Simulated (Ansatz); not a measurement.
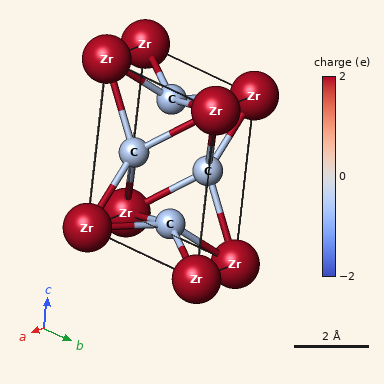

Figure: ball-and-stick view slightly off an axis. The frame is the cell (the run's own, in a reduced setting); atoms at its boundary are shown with their periodic copies. The atoms of this ZrC$_{4}$ cell are coloured by their Bader charge.

All computed values are from DFT PBE, scalar-relativistic, plane waves, PAW (Ansatz 0.2.0). Settings: an energy cutoff of 420 eV, k-points about 0.16 Å⁻¹ apart, Gaussian smearing of 0.1 eV, no spin polarisation.

### What charges do the elements carry?

Most positive: Zr; most negative: C. Charges: about Zr +1.9 e; C -0.5 to -0.4 e.

Source of the structure: a structure type filled with these elements by a generator (whether the compound takes this form wasn't checked). Earlier steps of the study, as a rule a relaxation of our own, may have changed the cell and positions, so they can lie some per cent off the listed ones. It went into a calculation with Ansatz.
